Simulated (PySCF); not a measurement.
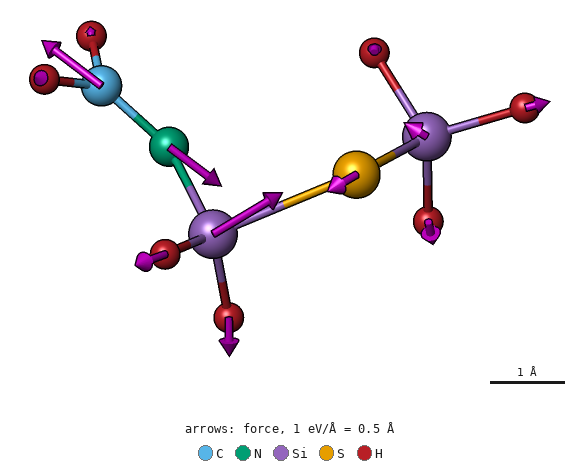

Starting geometry of CH7NSSi2 with the computed forces as purple arrows. The picture is a ball-and-stick view, seen at a tilt.

The start comes from GFN2-xTB. Its atoms were then displaced at random by about 0.01 Å.

Theory: PySCF 2.14.0, density-fitted response routines, PBE0-D3(BJ)/def2-SVP geometry optimisation, gas phase. 

Question: What follows when this structure is relaxed?

Answer: It isn't relaxed: the largest force vector, on a Si atom, is 2.28 eV/Å. The final displacements have little in common with the starting forces (cosine between the two patterns 0.12). An H atom moves most after the best rigid fit: 0.43 Å. Largest moves by element: H 0.43 Å, N 0.19 Å, S 0.14 Å, C 0.12 Å, Si 0.12 Å. Some distances before and after: H–Si 1.425 → 1.497 Å, S–Si 2.195 → 2.138 Å, S–Si 2.111 → 2.161 Å, H–Si 1.446 → 1.491 Å. Bond angles that change, for instance: C–N–Si 135.1° → 127.1°, N–Si–H 121.9° → 114.6°, Si–S–Si 104.0° → 97.9°. Over 7 geometry steps the energy falls by 7.49 kcal/mol. The run took 46 s on 1 thread of Arm Neoverse V1 (shared host).
